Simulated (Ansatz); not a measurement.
**doublet [SnF2]+ at 5 levels**

We compute a comparison of 5 runs (UB2PLYP/STO-3G, UBHLYP/STO-3G, UBCCD(T)/STO-3G, UCCSDT/STO-3G, UCCSD/STO-3G) of doublet [SnF2]+. 

The calculation is run with Ansatz 0.2.0.

54 further runs of the same task are left out: 21 that didn't finish, 33 set aside as unsound or not needed.

## 1. Starting point

[SnF2]+: 3 atoms, total charge +1, spin state doublet. As SMILES of the parent species, `[F][Sn][F]`. The shape comes from GFN2-xTB, which is rough for such elements, and wasn't checked as a minimum. That shape belongs to the parent species and isn't relaxed for this state.

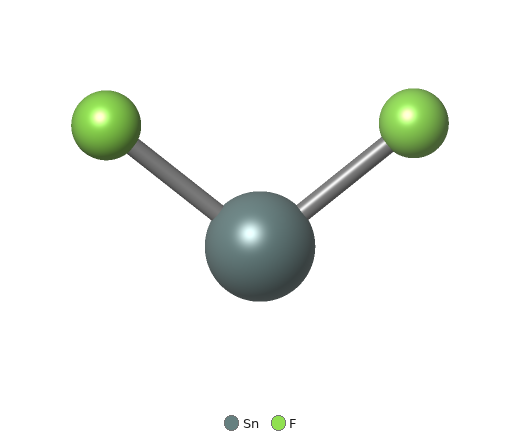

The structure, seen from a chosen angle (tin teal, fluorine green).

## 2. The energy at UB2PLYP/STO-3G (run 1)

input.yaml reads:

```yaml
crystal:
  periodic: [false, false, false]
  atoms:
    - {symbol: Sn, position_ang: [0.005290, -0.007560, -0.865150]}
    - {symbol: F, position_ang: [1.618310, -0.021230, 0.443060]}
    - {symbol: F, position_ang: [-1.623610, 0.028790, 0.422090]}
basis:
  gaussian:
    orbitals: STO-3G
total_charge: 1
magnetization:
  spin_polarized: true
  initial_magnetization: 1
hamiltonian:
  xc: {name: B2PLYP}
correlation:
  frozen_orbitals: {F: 1, Sn: 18}
accuracy: high
```

Launch:

```
$ ansatz run input.yaml --threads 1 --pin off --max-ram 2610MiB --events-out events.jsonl --progress --plain --runs-dir runs
```

The program printed:

```text
Warning: RAYON_NUM_THREADS=1 ignored (pool sized by the plan → 1); use --threads N
Functional definition: B2PLYP
  name "B2PLYP"
  parameter a = 0.53
  parameter c = 0.27
  exchange = (1 - a)*b88_x + a*exact_x
  correlation = (1 - c)*lyp_c + c*(mp2_os + mp2_ss)
670 factors; integrals over basis functions are off by at most 4.9e-9 eV
mean field evaluation 1: about -167641.0328 eV, gradient 2.6e1 eV
mean field evaluation 2: about -167641.0666 eV, gradient 2.6e1 eV
mean field evaluation 4: about -167652.4861 eV, gradient 5.6e0 eV
mean field evaluation 8: about -167653.0084 eV, gradient 2.8e-1 eV
mean field evaluation 16: about -167652.9938 eV, gradient 4.3e-4 eV
mean field evaluation 32: about -167652.6815 eV, gradient 1.7e0 eV
mean field -167652.99382524 eV, -6161.1338837969 hartree, gradient 7.9e-8 eV, S^2 0.819866; 2 other end points of the search recorded, 0 dependent functions left out
20 core orbitals not correlated: weight in the atoms' cores, before any rotation towards them, 1.000 or more for the frozen orbitals, at most 0.000 for the correlated occupied ones
reference -167652.99383969 eV, -6161.1338843279 hartree; 14, 13 occupied and 3, 4 virtual orbitals, 670 factors
second order -3.87058052 eV of doubles, -0.00000000 eV of singles
Total energy: -167654.03889643 eV, -6161.1722894548 hartree
```

It took 5.4 s on 1 thread of Arm Neoverse V1, shared host; peak memory 0.19 GiB.

## 3. The energy at UBHLYP/STO-3G (run 2)

input.yaml reads:

```yaml
crystal:
  periodic: [false, false, false]
  atoms:
    - symbol: Sn
      position_ang: [0.005290, -0.007560, -0.865150]
    - symbol: F
      position_ang: [1.618310, -0.021230, 0.443060]
    - symbol: F
      position_ang: [-1.623610, 0.028790, 0.422090]
basis:
  gaussian: {orbitals: STO-3G}
total_charge: 1
magnetization: {spin_polarized: true, initial_magnetization: 1}
hamiltonian: {xc: {name: BHLYP}}
accuracy: high
```

Launch:

```
$ ansatz run input.yaml --threads 1 --pin off --max-ram 2610MiB --events-out events.jsonl --progress --plain --runs-dir runs
```

The program printed:

```text
Warning: RAYON_NUM_THREADS=1 ignored (pool sized by the plan → 1); use --threads N
Functional definition: BHLYP
  name "BHLYP"
  parameter a = 0.5
[... 1 set-up line as earlier in the session ...]
  correlation = lyp_c
670 factors; integrals over basis functions are off by at most 4.9e-9 eV
mean field evaluation 1: about -167663.7182 eV, gradient 2.6e1 eV
mean field evaluation 2: about -167608.4319 eV, gradient 8.2e1 eV
mean field evaluation 4: about -167675.6920 eV, gradient 2.0e0 eV
mean field evaluation 8: about -167675.7995 eV, gradient 2.8e-1 eV
mean field evaluation 16: about -167675.8017 eV, gradient 3.3e-4 eV
mean field evaluation 32: about -167674.6638 eV, gradient 6.5e0 eV
mean field -167675.80173987 eV, -6161.9720591996 hartree, gradient 8.6e-8 eV, S^2 0.810553; 4 other end points of the search recorded, 0 dependent functions left out
reference -167675.80175526 eV, -6161.9720597653 hartree; 34, 33 occupied and 3, 4 virtual orbitals, 670 factors
Total energy: -167675.80175526 eV, -6161.9720597653 hartree
```

It took 4.8 s on 1 thread of Arm Neoverse V1, shared host; peak memory 0.18 GiB.

## 4. A single-point energy at UBCCD(T)/STO-3G (run 3)

run.yaml reads:

```yaml
crystal:
  periodic: [false, false, false]
  atoms:
    - symbol: Sn
      position_ang: [0.005290, -0.007560, -0.865150]
    - symbol: F
      position_ang: [1.618310, -0.021230, 0.443060]
    - symbol: F
      position_ang: [-1.623610, 0.028790, 0.422090]
basis:
  gaussian:
    orbitals: STO-3G
total_charge: 1
magnetization:
  spin_polarized: true
  initial_magnetization: 1
correlation:
  method: bccd_t
  frozen_orbitals: {F: 1, Sn: 18}
accuracy: high
scf:
  omitted_lower_state_checks: [cluster_reference, increment]
```

Launch:

```
$ ansatz run run.yaml --threads 1 --pin off --max-ram 2610MiB --events-out events.jsonl --progress --plain --runs-dir runs
```

The program printed:

```text
Warning: RAYON_NUM_THREADS=1 ignored (pool sized by the plan → 1); use --threads N
[... 14 lines left out ...]
20 core orbitals not correlated: weight in the atoms' cores, before any rotation towards them, 1.000 or more for the frozen orbitals, at most 0.000 for the correlated occupied ones
[... 48 lines left out ...]
Total energy: -167601.55799400 eV, -6159.2436518633 hartree
Checks for a lower state left out: cluster_reference, increment
```

Wall time 3.6 s (1 thread of Arm Neoverse V1, shared host); peak memory 0.13 GiB.

Run 4 isn't shown in full; the table further down has it.

## 5. A single-point energy at UCCSD/STO-3G (run 5)

molecule.yaml reads:

```yaml
crystal:
  periodic: [false, false, false]
  atoms:
    - {symbol: Sn, position_ang: [0.005290, -0.007560, -0.865150]}
    - {symbol: F, position_ang: [1.618310, -0.021230, 0.443060]}
    - {symbol: F, position_ang: [-1.623610, 0.028790, 0.422090]}
basis:
  gaussian:
    orbitals: STO-3G
total_charge: 1
magnetization:
  spin_polarized: true
  initial_magnetization: 1
correlation:
  method: ccsd
  frozen_orbitals: {F: 1, Sn: 18}
accuracy: high
scf:
  omitted_lower_state_checks: [cluster_reference, increment]
```

Launch:

```
$ ansatz run molecule.yaml --threads 1 --pin off --max-ram 2610MiB --events-out events.jsonl --progress --plain --runs-dir runs
```

The program printed (excerpt; [...] marks lines left out):

```text
Warning: RAYON_NUM_THREADS=1 ignored (pool sized by the plan → 1); use --threads N
Functional definition: HF
  name "HF"
[...]
670 factors; integrals over basis functions are off by at most 4.9e-9 eV
[...]
mean field -167598.48547698 eV, -6159.1307389455 hartree, gradient 6.4e-8 eV, S^2 1.004237; 7 other end points of the search recorded, 0 dependent functions left out
20 core orbitals not correlated: weight in the atoms' cores, before any rotation towards them, 1.000 or more for the frozen orbitals, at most 0.000 for the correlated occupied ones
reference -167598.48547698 eV, -6159.1307389455 hartree; 14, 13 occupied and 3, 4 virtual orbitals, 670 factors
second order -1.51063275 eV of doubles, -0.00000000 eV of singles
cycle   1  -1.88029537 eV  change   -3.7e-1 eV  update   1.4e-1
[...]
cycle  39  -2.81723893 eV  change  -3.0e-10 eV  update   2.4e-9
Total energy: -167601.30271591 eV, -6159.2342705664 hartree
Checks for a lower state left out: cluster_reference, increment
```

Wall time 3.3 s (1 thread of Arm Neoverse V1, shared host); peak memory 0.13 GiB.

## 6. Overview of the runs

| run | level | frozen core orbitals | energy (Eh) | ⟨S²⟩ | wall time |
| --- | --- | --- | --- | --- | --- |
| 1 | UB2PLYP/STO-3G | 20 | -6161.172289 | 0.820 | 5.4 s |
| 2 | UBHLYP/STO-3G | – | -6161.972060 | 0.811 | 4.8 s |
| 3 | UBCCD(T)/STO-3G | 20 | -6159.243652 | 1.004 | 3.6 s |
| 4 | UCCSDT/STO-3G | 20 | -6159.250750 | 1.004 | 8.7 s |
| 5 | UCCSD/STO-3G | 20 | -6159.234271 | 1.004 | 3.3 s |

## 7. Results

```
                                           quantity           value
                                run 5: total energy  -6159.23427 Eh
run 5: correlation energy (20 core orbitals frozen)      -103.5 mEh
           run 5: ⟨S²⟩ of the reference determinant           1.004
                               run 5: T1 diagnostic           0.045
```

Totals of different functionals can't be ranked against each other. In runs 1, 2, 3, 4, 5 the basis is minimal, so the values are rough. In runs 1, 2, 3, 4, 5 relativity is left out where basis or elements ask for it. Spin contamination of the reference: run 3 ⟨S²⟩ = 1.00, run 4 ⟨S²⟩ = 1.00, run 5 ⟨S²⟩ = 1.00. All runs together took 26 s, the longest 8.7 s.
